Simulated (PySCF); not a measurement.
**C3H11PSi2: density, localisation and related maps**

```yaml
atoms:
  - { symbol: C, position_ang: [1.5488, -0.4289, 0.7699] }
  - { symbol: C, position_ang: [0.7523, -0.4930, -0.5301] }
  - { symbol: C, position_ang: [0.3457, 0.9115, -0.9805] }
  - { symbol: Si, position_ang: [-1.0747, 1.6299, 0.0866] }
  - { symbol: P, position_ang: [-2.3481, -0.1622, 0.5516] }
  - { symbol: Si, position_ang: [-0.8313, -1.5657, -0.3155] }
  - { symbol: H, position_ang: [0.9382, -0.0176, 1.5731] }
  - { symbol: H, position_ang: [1.8857, -1.4197, 1.0682] }
  - { symbol: H, position_ang: [2.4255, 0.2082, 0.6543] }
  - { symbol: H, position_ang: [1.3964, -0.9363, -1.2971] }
  - { symbol: H, position_ang: [1.2148, 1.5723, -0.9760] }
  - { symbol: H, position_ang: [-0.0031, 0.8665, -2.0156] }
  - { symbol: H, position_ang: [-1.8667, 2.5881, -0.6876] }
  - { symbol: H, position_ang: [-0.5783, 2.2844, 1.3020] }
  - { symbol: H, position_ang: [-1.9187, -0.2999, 1.8560] }
  - { symbol: H, position_ang: [-0.5705, -2.7141, 0.5536] }
  - { symbol: H, position_ang: [-1.3230, -2.0113, -1.6227] }
```

Geometry: GFN2-xTB.

Level of theory: PySCF 2.14.0, PBE0/pcSseg-1, SCF density, gas phase, non-relativistic.

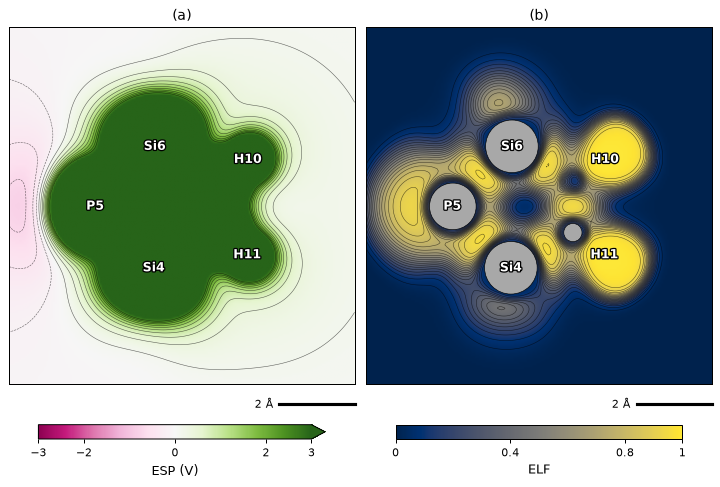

Figure 1. (a) molecular electrostatic potential; (b) electron localisation function on the plane of atoms Si4, P5 and Si6. Grey discs cover the atomic cores in the ELF map.

### Read the bonding off the picture.

- Atoms in the plane: Si, P and H.
- Si–P (2.24 Å): the ELF peaks at about 0.95 between the atoms, as expected for localised, covalent bonding.
- The ELF also peaks beside P5, away from the bonds: lone-pair regions.
- Outside the dense part of the molecule the potential is most negative (−0.8 V) near P5.

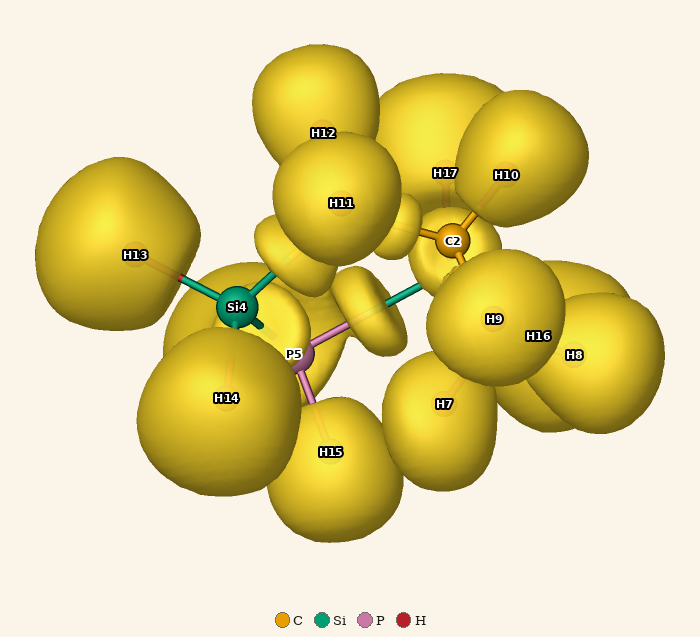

Figure 2. Isosurface of the ELF at 0.8 (yellow), seen from one side. Core shells and regions of very low density are left out.

### Identify the bonds, lone pairs and shells in this picture.

The surface consists of two regions between bonded C–C atoms (shared pairs), two regions between bonded C–Si atoms (shared pairs), eleven regions around hydrogen nuclei and one region on P in which the atom's valence shell and bonds are merged. Along the contacts the grid gives the following. C–C (1.53 Å): the ELF peaks at about 0.95 between the atoms: a covalent bond. C–Si (1.92 Å): the ELF peaks at about 0.95 between the atoms (a covalent bond).

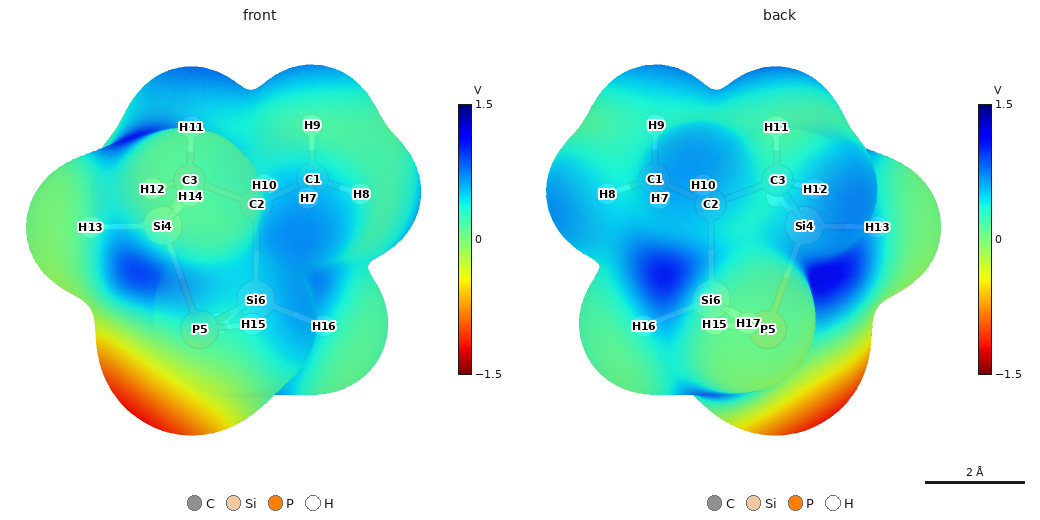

Figure 3. The electrostatic potential painted on the density surface at 0.002 e/bohr³, seen from the front and from behind; red is negative and blue positive.

### Describe the electrostatic potential map.

The most negative region (about −1.2 V, or −28 kcal/mol for a unit charge) lies over P5, the most positive (about +1.1 V, or +25 kcal/mol for a unit charge) over Si4 and Si6.

### What dipole moment does the calculation give?

Its dipole moment is 2.10 D.
